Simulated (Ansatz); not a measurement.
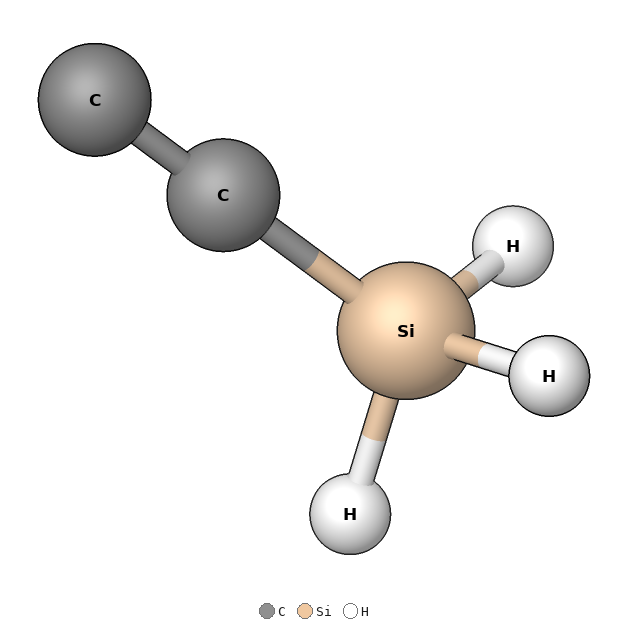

State: charge −1, singlet. Computed geometry: PBE0-D4/def2-TZVPD optimisation. No frequency run is at hand to confirm it as a minimum. Level of theory: RHF-CCSD(T), frozen core/def2-TZVPPD (Ansatz 0.2.0).

What does the calculation give?

The species is C2H3Si(-) (`[C-]#C[SiH3]`).
- T1 diagnostic: 0.016
